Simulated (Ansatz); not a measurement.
## Profile along the Zr–O line in SrZrO3 (cubic perovskite)

SrZrO3 (cubic perovskite)

```
SrZrO3
1.0
    4.09575     0.00000     0.00000
    0.00000     4.09575     0.00000
    0.00000     0.00000     4.09575
Sr Zr O
1 1 3
Direct
  0.50000   0.50000   0.50000
  0.00000   0.00000   0.00000
  0.00000   0.50000   0.00000
  0.50000   0.00000   0.00000
  0.00000   0.00000   0.50000
```

Fields along a shortest Zr–O line of a {100} plane (2.05 Å), from Zr to O, interpolated on the slice's grid (step about 0.2 Å). Computed with LDA (plane waves to 420 eV, PAW, scalar-relativistic; Ansatz, a first-principles code). k mesh 8×8×8. These are valence fields of a PAW run, semicore shells included where kept as valence: close to a nucleus they are smooth pseudo fields. SrZrO3 is run without spin polarisation. SrZrO3 was relaxed with its symmetry unable to fall. This is a high-temperature form of SrZrO3.

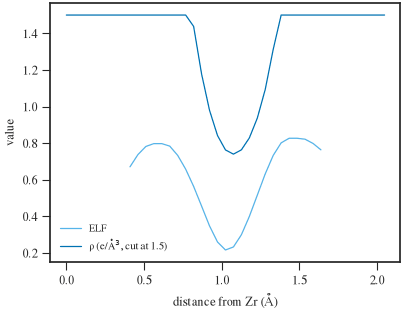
Fig. 1. ELF (away from the nuclei) and valence density from Zr to O.

Density on the Zr–O line (2.05 Å) at its density minimum, 1.1 Å from Zr: 0.74 e/Å³. ELF at that point: 0.2.
